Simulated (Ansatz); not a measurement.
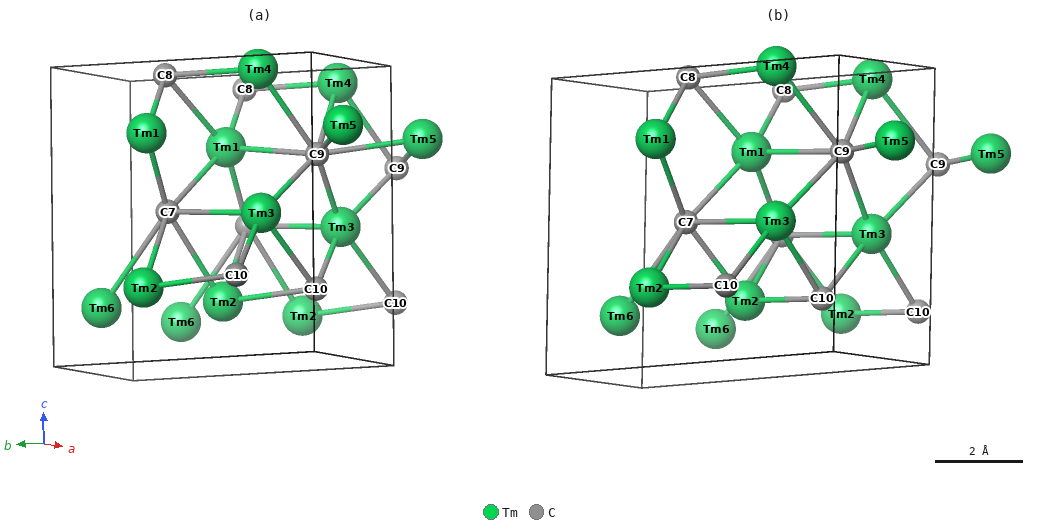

The structure of crystalline Tm$_{3}$C$_{2}$ (a generated structure, set up in P1) (coarse preliminary run) before (left) and after (right) a relaxation, at one scale.

Style: ball-and-stick. Shown: the cell of the calculation, repeated 2 × 1 × 1 with one cell outlined, from a free direction.

The calculation used Ansatz 0.2.0, DFT PBE, scalar-relativistic, plane waves, PAW; 4f electrons in the core of a trivalent norm-conserving potential.

The input:
```yaml
crystal:
  lattice:
    - [-3.4487271306, 0.0341997443, 0.0131833981]
    - [0.0261760117, -0.0302057145, -7.0527984721]
    - [0.0683994886, -6.9278067904, -0.0304258695]
  atoms:
    - { symbol: Tm, position: [1.0719628921, 0.6569724634, 0.7658673231] }
    - { symbol: Tm, position: [0.9992260821, 0.652450786, 0.2466798132] }
    - { symbol: Tm, position: [0.44205483, 0.3334610875, 0.5008344076] }
    - { symbol: Tm, position: [0.4748732758, 0.349151224, 0.9837898588] }
    - { symbol: Tm, position: [0.4637205492, 0.0221736762, 0.7797944087] }
    - { symbol: Tm, position: [0.5484129146, -0.018528754, 0.2211605592] }
    - { symbol: C, position: [0.5107272896, 0.7123048999, 0.5272522923] }
    - { symbol: C, position: [0.4953535512, 0.7120403525, 0.9818759649] }
    - { symbol: C, position: [0.9846946341, 0.2815227877, 0.7201278486] }
    - { symbol: C, position: [1.0089739813, 0.2984514768, 0.2726175235] }
basis:
  ecutwfc: 690
kpoints:
  mp_grid: { grid: [6, 4, 4] }
hamiltonian:
  xc: pbe
  pseudopotentials:
    kind: paw
    azcp: { Tm: "pseudopotentials/pbe/nc/lanthanide_3plus/Tm.nc.azcp" }
scf:
  occupations: { method: gaussian, width: 0.2 }
  lower_state_search: "off"
output:
  forces: true
  stress: true
  eigenvalues: true
relax:
  adjacent_minimum: "off"
  f_tol: 0.025
  max_steps: 60
  cell: { stress_tol: 0.25 }
```

Command:
```bash
ansatz run input.yaml --threads 1 --pin off --max-ram 2560MiB --backend cpu --events-out ev --progress --plain --runs-dir out
```

**What changed between the two?**

The run was cut off at its time limit before the relaxation converged, so the last structure is only a point on the way. After 5 geometry steps the energy has fallen by 353 meV per atom. The largest force component goes from 3.5 to 0.51 eV/Å. Pressure: 6.91 GPa at the start and −0.45 GPa at the end. The largest move relative to the cell is that of Tm6, 0.72 Å roughly along +a. Largest moves by element: Tm 0.72 Å, C 0.62 Å. The volume changes by +5.2 %, with a 3.449 → 3.599 Å (+4.4 %), b 7.053 → 7.360 Å (+4.4 %), c 6.928 → 6.851 Å (−1.1 %), α 89.5° → 93.2°, β 91.1° → 90.5°, γ 90.4° → 102.0°. Some distances before and after: Tm6–C10 2.948 → 4.392 Å, Tm5–C9 2.500 → 3.540 Å, Tm3–Tm6 4.376 → 3.402 Å, Tm4–Tm6 4.433 → 3.473 Å. Bonds break, among them: Tm5–C9 (2.50 → 3.54 Å), Tm6–C10 (2.95 → 4.39 Å). Bond angles that change, for instance: Tm3–C10–Tm6 125.1° → 88.4°, Tm2–C10–Tm6 142.2° → 176.6°, Tm4–C10–Tm6 68.2° → 92.8°. The space group stays P1 (No. 1).
